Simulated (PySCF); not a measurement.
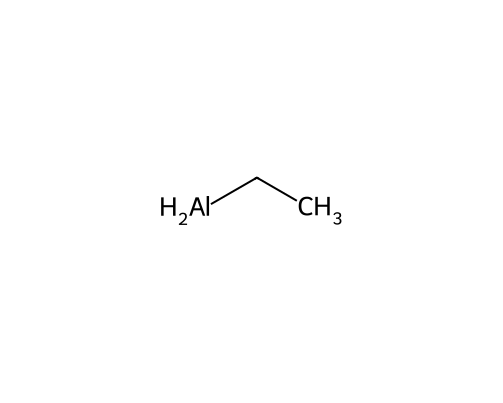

Skeletal drawing of a molecule.

> Give its SMILES.

C[CH2][AlH2]

> What is the molecular formula?

C2H7Al.

The parts below concern this one geometry. Atoms keep their numbers from picture to picture. Computed geometry: PBE0-D3(BJ)/def2-SVP optimisation. No frequency run is at hand to confirm it as a minimum.

## Shape

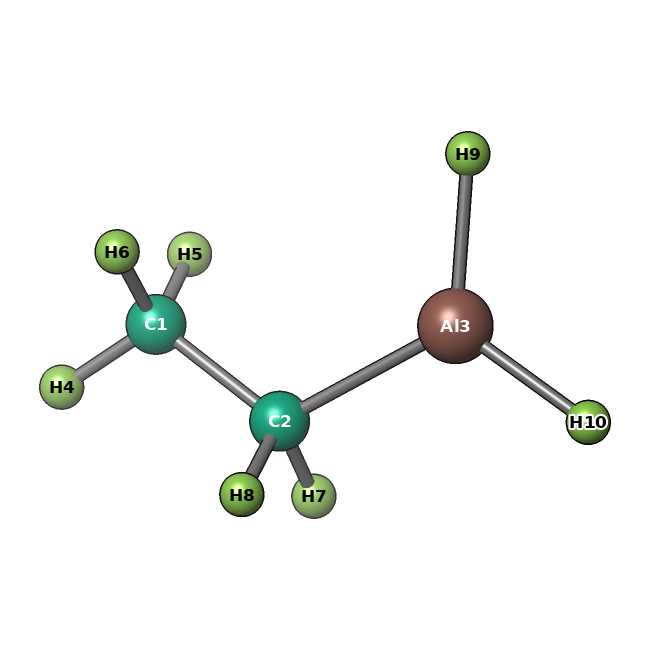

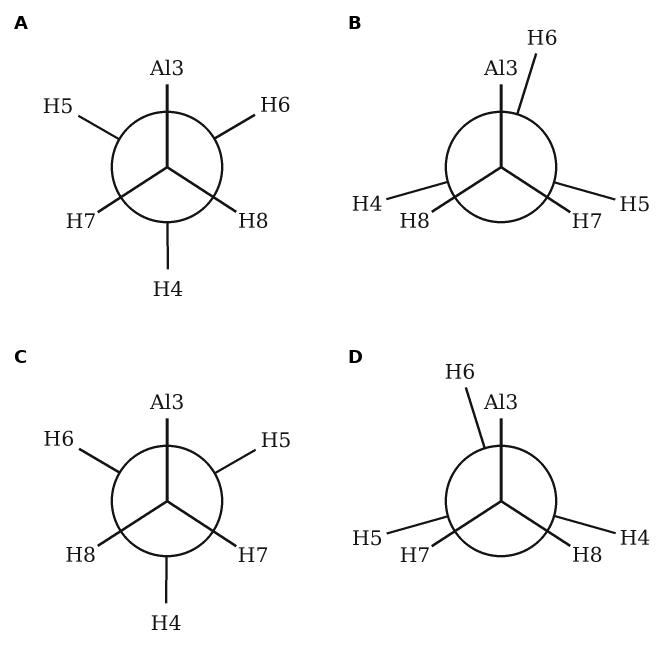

Distant atoms are faded towards the background colour. Bonds that would overlap in a projection are set slightly apart. No frequency run is at hand to confirm it as a minimum.

> Which Newman projection shows the view along C2–C1, with C2 in front?

C. The torsion angle Al3–C2–C1–H4 is 180°, antiperiplanar (anti).

## Polarisability

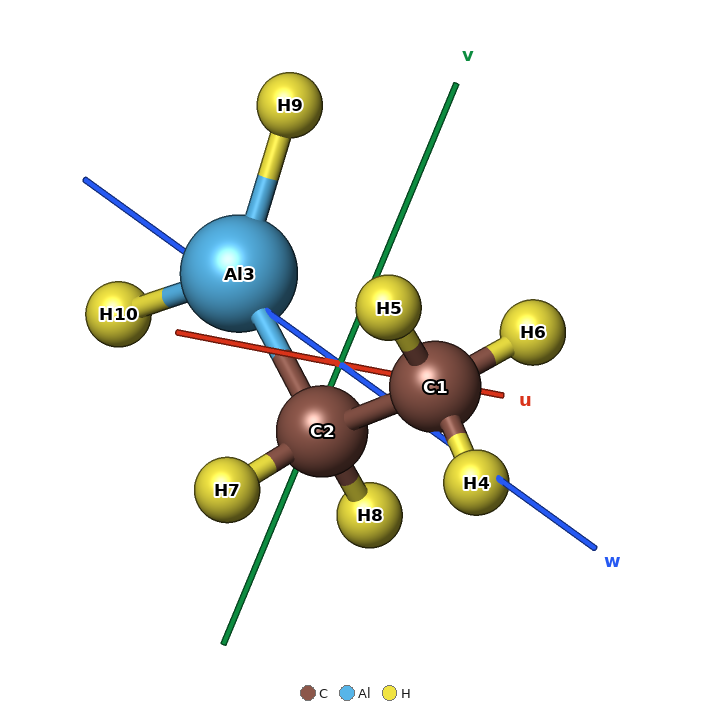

The lines u, v and w are the principal axes of the static dipole polarisability. No frequency run is at hand to confirm it as a minimum. Method: PBE0/def2-TZVP (PySCF 2.14.0).

> Along which axis is the molecule most polarisable, and along which least?

Most along w, least along u.

> Give the three principal values.

u 44.4, v 52.8, w 62.8 bohr³; mean 53.4, anisotropy 15.9 bohr³.

## Quadrupole coupling

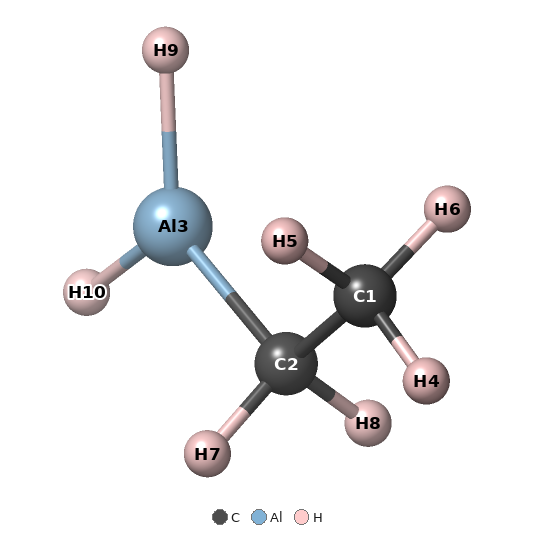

No frequency run is at hand to confirm it as a minimum. Electric field gradients from the ground-state density, PBE0/pcSseg-0 (PySCF 2.14.0), non-relativistic apart from any core potentials.

Give the largest field-gradient component, the quadrupole coupling constant and the asymmetry for 27Al at Al3 (Q = 146.6 mb), 2H at H4 (Q = 2.86 mb), 2H at H5 (Q = 2.86 mb).

```json
{"atom": "Al3", "V_zz (a.u.)": "1.516", "e²qQ/h (MHz)": "52.2", "η": "0.04"}
{"atom": "H4", "V_zz (a.u.)": "0.294", "e²qQ/h (MHz)": "0.197", "η": "0.03"}
{"atom": "H5", "V_zz (a.u.)": "0.295", "e²qQ/h (MHz)": "0.198", "η": "0.04"}
```

## Excitation

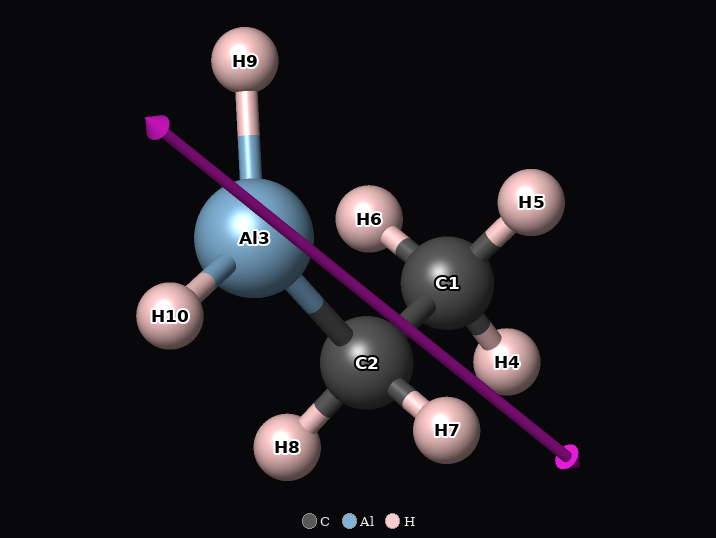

The double arrow shows the direction of the transition dipole to excited singlet state 7 (its length means nothing). No frequency run is at hand to confirm it as a minimum. Level of theory: TDDFT PBE0/6-31+G*, vertical, gas phase, core orbitals frozen in the response (PySCF 2.14.0).

> How is the transition polarised?

Nearly parallel to the C2–Al3 bond.

> Give its energy, strength and character.

7.59 eV (163 nm), oscillator strength 0.13, mainly HOMO → LUMO+3 (weight 0.74); transition dipole 2.16 D.
